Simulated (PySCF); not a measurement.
C2H8FOPSi2

The calculation's input:

```
{"job": {"kind": "nmr", "xc": "PBE0", "basis": "pcSseg-1"}, "charge": 0, "multiplicity": 1}
F     -2.268269    -1.224019     1.920830
Si    -1.319506    -0.024912     1.429132
C     -1.664291     0.399625    -0.386807
C     -0.308124     0.548813    -1.090551
Si     0.917453    -0.596771    -0.171840
P      2.891699     0.381510     0.163158
O      0.174915    -0.645560     1.292085
H     -1.309850     0.990477     2.455006
H     -2.212882    -0.432380    -0.835437
H     -2.275092     1.288693    -0.537341
H      0.035940     1.582155    -0.997471
H     -0.398236     0.345883    -2.156836
H      0.887485    -1.977903    -0.665915
H      3.345869     0.122022    -1.117888
H      3.498477    -0.749642     0.677962
```

Launched as:

```sh
OMP_NUM_THREADS=1 python probes_run.py task.json out
```

Geometry: GFN2-xTB.

Method: PBE0/pcSseg-1, SCF density, gas phase, non-relativistic (PySCF 2.14.0).

### Predict the electron density and electron localisation function between the atoms.

Si–O (1.62 Å): ρ is about 1.2 e/Å³ halfway; the ELF peaks at about 0.85 between the atoms (a polar covalent bond).
C–Si (1.90 Å): the density is about 0.96 e/Å³ at the midpoint; the ELF peaks at about 0.95 between the atoms (a covalent bond).

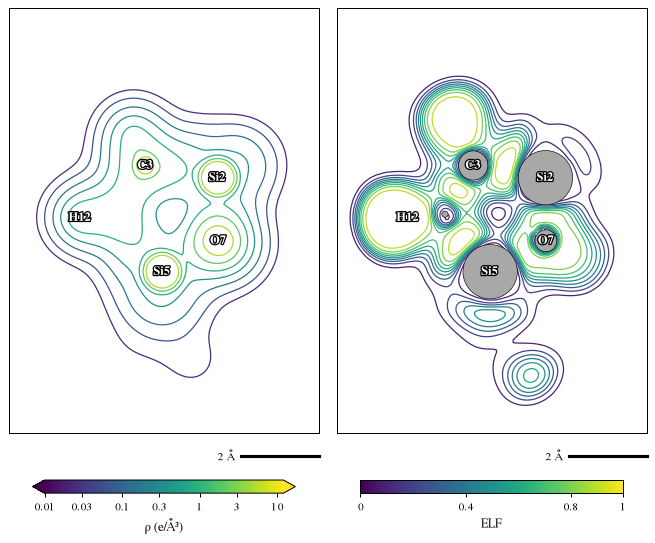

Computed electron density and electron localisation function on the plane of atoms Si2, O7 and Si5, in this order. Grey discs cover the atomic cores in the ELF map. 
